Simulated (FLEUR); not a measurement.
Band structure of AlNi3 (Pm-3m, 4 atoms in the cell).

```yaml
crystal:
  lattice:
    - [3.52869, 0.00000, 0.00000]
    - [0.00000, 3.52869, 0.00000]
    - [0.00000, 0.00000, 3.52869]
  atoms:
    - { symbol: Al, position: [0.00000, 0.00000, 0.00000] }
    - { symbol: Ni, position: [0.00000, 0.50000, 0.50000], spin: 2.0 }
    - { symbol: Ni, position: [0.50000, 0.00000, 0.50000], spin: 2.0 }
    - { symbol: Ni, position: [0.50000, 0.50000, 0.00000], spin: 2.0 }
```
(The spins are starting values, not results.)

Method: FLEUR with PBE, all-electron FLAPW (FLEUR), scalar-relativistic valence.

Settings: Kmax = 4.6 1/bohr; GmaxXC = 13.8 1/bohr; xcFunctional = pbe; jspins = 2; l_soc = F; mode = hist; fermiSmearingEnergy = 0.00367493 Htr; mesh (inpgen div1-3) = 8 8 8; inpgen gamma flag = true; Gmax = 13.8 1/bohr; numbands = 0; maxIterBroyd = 99; imix = Anderson; alpha = 0.05.

The starting cell comes from a database of computed structures (which also holds hypothetical and non-ambient phases and stackings), without a prior relaxation at this level. Its lattice was rescaled by a random factor within 2.5 % of one. Values depend on the basis (sphere radii, cutoffs, local orbitals), which need not be converged.

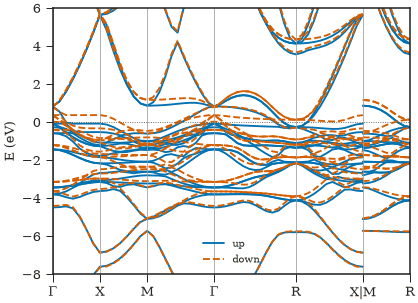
Fig. 1. Bands along the path, energies from the Fermi level.

Levels in eV from the Fermi level, bands 23 to 30 of the first spin channel:
| point | 23 | 24 | 25 | 26 | 27 | 28 | 29 | 30 |
|---|---|---|---|---|---|---|---|---|
| Γ | -0.08 | -0.08 | -0.08 | 0.83 | 0.83 | 0.83 | 6.74 | 6.74 |
| X | -1.21 | -1.08 | -0.52 | -0.07 | 5.64 | 5.64 | 5.64 | 5.64 |
| M | -1.24 | -1.02 | -0.99 | -0.60 | 0.87 | 0.87 | 8.30 | 8.30 |
| R | -1.10 | -1.10 | -0.27 | -0.25 | -0.25 | -0.25 | 3.57 | 4.14 |
